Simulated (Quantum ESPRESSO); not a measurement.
# How uniaxial strain moves the moments of NiAgO2, part 2 of 2

How does uniaxial strain change the magnetic state of NiAgO2?

Quantum ESPRESSO 7.5; LDA with U = 6 eV on Ni d (ortho-atomic projectors); plane waves with GBRV 1.5 LDA potentials, no spin-orbit coupling.

So far, absolute magnetization (μB): step 2 (factor along z 0.94, ferro ++) 3.50; step 3 (factor along z 0.94, antiferro +-) 3.20.

## Step 5: Factor along z 1.06, ferro ++

Contents of pw.in:

```
&CONTROL
  calculation = 'scf'
  prefix = 'pwscf'
  outdir = './tmp'
  pseudo_dir = './pseudo'
  disk_io = 'nowf'
  tprnfor = .true.
  tstress = .true.
/
&SYSTEM
  ibrav = 0
  nat = 8
  ntyp = 3
  ecutwfc = 40
  ecutrho = 280
  nbnd = 64
  occupations = 'smearing'
  smearing = 'fd'
  degauss = 0.00734986
  nspin = 2
  starting_magnetization(1) = 0.1111
  starting_magnetization(2) = 0
  starting_magnetization(3) = 0
/
&ELECTRONS
  conv_thr = 1.6d-08
  electron_maxstep = 150
  mixing_beta = 0.3
/
ATOMIC_SPECIES
Ni     58.6934 ni_lda_v1.4.uspp.F.UPF
Ag    107.8682 ag_lda_v1.4.uspp.F.UPF
O      15.9990 o_lda_v1.2.uspp.F.UPF
CELL_PARAMETERS angstrom
   2.9991629743    0.0000000000    0.0000000000
  -1.4995814871    2.5973513258    0.0000000000
   0.0000000000    0.0000000000   13.0540346200
ATOMIC_POSITIONS crystal
Ni      0.0000000000    0.0000000000    0.5000000000
Ni      0.0000000000    0.0000000000    0.0000000000
Ag      0.6666666700    0.3333333300    0.7500000000
Ag      0.3333333300    0.6666666700    0.2500000000
O       0.3333333300    0.6666666700    0.4180620000
O       0.6666666700    0.3333333300    0.9180620000
O       0.6666666700    0.3333333300    0.5819380000
O       0.3333333300    0.6666666700    0.0819380000
K_POINTS automatic
8 8 2 0 0 0
HUBBARD {ortho-atomic}
U Ni-3d 6.0000
```

Started as:

```bash
> OMP_NUM_THREADS=1 mpirun -n 4 pw.x -nk 4 -in pw.in > pw.out
```

Output:

```text
     [... lines left out ...]
Program PWSCF v.7.5 starts
     [... lines left out ...]
     number of atoms/cell      =            8
     [... lines left out ...]
     number of electrons       =        98.00
     number of Kohn-Sham states=           64
     kinetic-energy cutoff     =      40.0000  Ry
     charge density cutoff     =     280.0000  Ry
     scf convergence threshold =      1.6E-08
     [... lines left out ...]
     24 Sym. Ops., with inversion, found (12 have fractional translation)
     [... lines left out ...]
     number of k points=    20  Fermi-Dirac smearing, width (Ry)=  0.0073
     [... lines left out ...]
     iteration # 17     ecut=    40.00 Ry     beta= 0.30
     [... lines left out ...]
     Magnetic moment per site  (integrated on atomic sphere of radius R)
     atom   1 (R=0.280)  charge= 15.4745  magn=  1.3618
     atom   2 (R=0.280)  charge= 15.4745  magn=  1.3618
     atom   3 (R=0.302)  charge= 15.7952  magn= -0.0679
     atom   4 (R=0.302)  charge= 15.7952  magn= -0.0679
     atom   5 (R=0.280)  charge=  5.4012  magn= -0.1668
     atom   6 (R=0.280)  charge=  5.4012  magn= -0.1668
     atom   7 (R=0.280)  charge=  5.4012  magn= -0.1668
     atom   8 (R=0.280)  charge=  5.4012  magn= -0.1668
     [... lines left out ...]
     Tr[ns(  1)] (up, down, total) =   4.79433  3.40611  8.20044
     [... lines left out ...]
     Tr[ns(  2)] (up, down, total) =   4.79433  3.40611  8.20044
     [... lines left out ...]
     the Fermi energy is     9.7017 ev
!    total energy              =   -1406.28056289 Ry
     estimated scf accuracy    <          5.6E-09 Ry
     smearing contrib. (-TS)   =      -0.00834187 Ry
     [... lines left out ...]
     total magnetization       =     2.00 Bohr mag/cell
     absolute magnetization    =     3.75 Bohr mag/cell
     convergence has been achieved in  17 iterations
     [... lines left out ...]
     Total force =     0.008930     Total SCF correction =     0.000056
     [... lines left out ...]
          total   stress  (Ry/bohr**3)                   (kbar)     P=     -216.90
     [... lines left out ...]
```

Run time: 88 s. Hardware: 4 MPI ranks of Intel Xeon Platinum 8223CL at 3.00GHz (Skylake/Cascade Lake), shared host; peak memory 0.75 GiB.

This step gave:

| Item | Value |
| --- | --- |
| smearing term TS | 0.1135 eV |
| pressure | -21.69 GPa |
| magnetization | 2.001 μB |
| absolute magnetization | 3.754 μB |
| final state | ferromagnetic |
| largest moment | 1.362 μB |

## Step 6: A faulty input

One input was spoiled on purpose, to see how the program answers.

Edit pw.in of step 5 so:

```diff
@@ -13,2 +13,4 @@
   ntyp = 3
+  lda_plus_u = .true.
+  Hubbard_U(1) = 4.0
   ecutwfc = 40
@@ -26,3 +28,3 @@
   conv_thr = 1.6d-08
-  electron_maxstep = 150
+  electron_maxstep = 75
   mixing_beta = 0.3
@@ -36,3 +38,3 @@
   -1.4995814871    2.5973513258    0.0000000000
-   0.0000000000    0.0000000000   13.0540346200
+   0.0000000000    0.0000000000   12.3151270000
 ATOMIC_POSITIONS crystal
@@ -48,3 +50 @@
 8 8 2 0 0 0
-HUBBARD {ortho-atomic}
-U Ni-3d 6.0000
```

Output:

```text
     [... lines left out ...]
Program PWSCF v.7.5 starts
     [... lines left out ...]
     Error in routine  system_checkin (1):
     DFT+Hubbard input syntax has changed since v7.1
 %%%%%%%%%%%%%%%%%%%%%%%%%%%%%%%%%%%%%%%%%%%%%%%%%%%%%%%%%%%%%%%%%%%%%%%%%%%%%%
     stopping ...
```

Elapsed: 0.65 s, on 4 MPI ranks; peak memory 0.05 GiB.

The input was rejected at the start.

The program's message: “system_checkin (1): DFT+Hubbard input syntax has changed since v7.1”

The fault put into the input: the old Hubbard keywords.

## Step 7: Trends

The runs not shown differ from these in the moved quantity alone.

States, by row:

| c axis | ferro ++ | antiferro +- | no spin polarisation |
| --- | --- | --- | --- |
| 0.94 | ferromagnetic | antiferromagnetic | non-magnetic |
| 0.97 | ferromagnetic | antiferromagnetic | non-magnetic |
| 1 | ferromagnetic | antiferromagnetic | non-magnetic |
| 1.03 | ferromagnetic | antiferromagnetic | non-magnetic |
| 1.06 | ferromagnetic | antiferromagnetic | non-magnetic |

The largest site moment by c axis:

```csv
c axis (factor),ferro ++ (μB),antiferro +- (μB)
0.9400,1.33,1.33
0.9700,1.33,1.34
1.0000,1.34,1.34
1.0300,1.35,1.35
1.0600,1.36,1.36
```

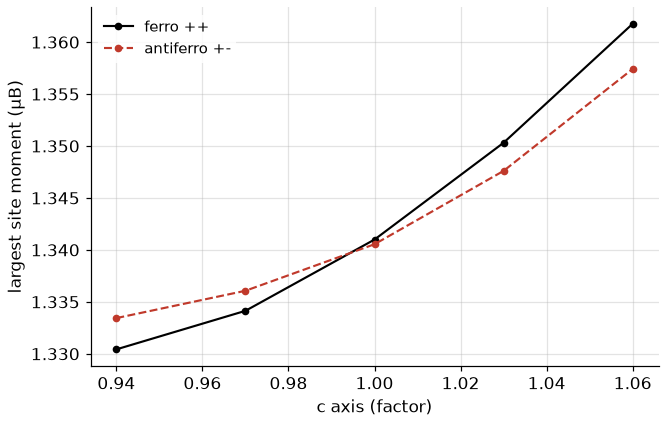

Largest site moment, plotted against c axis.

Table of energy less that of the parallel start by c axis; values in meV a seeded atom:

```csv
c axis (factor),antiferro +-,no spin polarisation
0.9400,20.3,779
0.9700,16.0,777
1.0000,13.1,775
1.0300,10.3,774
1.0600,7.56,772
```

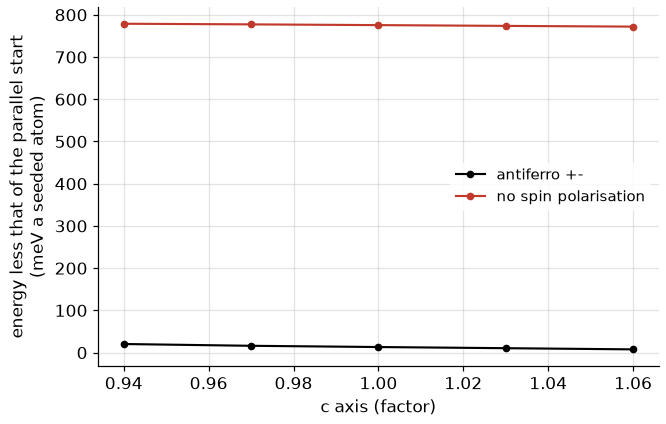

Energy less that of the parallel start, plotted against c axis.

Energy over the lowest against c axis; values in meV an atom:

```
c axis (factor)  ferro ++  antiferro +-  no spin polarisation
         0.9400      10.0          15.1                   205
         0.9700         0          4.01                   194
         1.0000      22.0          25.2                   216
         1.0300      67.7          70.3                   261
         1.0600       131           133                   324
```

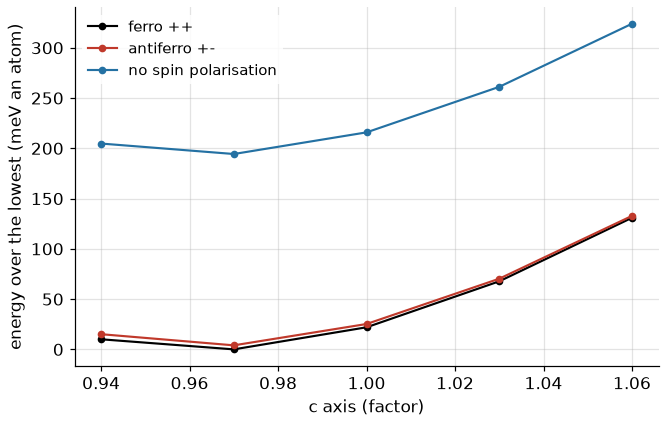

Energy over the lowest, plotted against c axis.

## Step 8: Summary of results

```json
{
 "moment, parallel start": "1.33 to 1.36 μB",
 "states met from these starts": "antiferromagnetic and ferromagnetic"
}
```

What this shows: The moment of the parallel start goes from 1.33 μB at 0.94 to 1.36 μB at 1.06. The net moment of the cell goes from 2.05 to 2.00 μB. The radius of the spheres follows the nearest distance, so part of the change of the site moments is the spheres'. The largest moment of the start antiferro +- lies between 1.33 and 1.36 μB. The start antiferro +- lies over the parallel one at every finished point, by 7.56 to 20.3 meV a seeded atom. Energies are free energies at an electronic temperature of 1160 K, which lowers moments and differences where the moments are itinerant. The smearing term is large for its width, so states at the Fermi level are partly filled: at this level the cell is a metal or has a gap of a few widths at most.

[Logs and program files are shortened in this print: banners, set-up blocks, solver, clock and traceback lines can be left out without a mark of their own.]

[Logs are printed without paths, hosts, clocks, repeated set-up lines and the standing remarks that a program may print on its own settings, such as how far it seeks lower states.]

[Hosts, paths, dates, database ids (printed as entryN), source tags and the programs' standing remarks are cut or masked in the printed files.]

[Where a cell is said to come from a database of computed structures, the database is the Materials Project.]
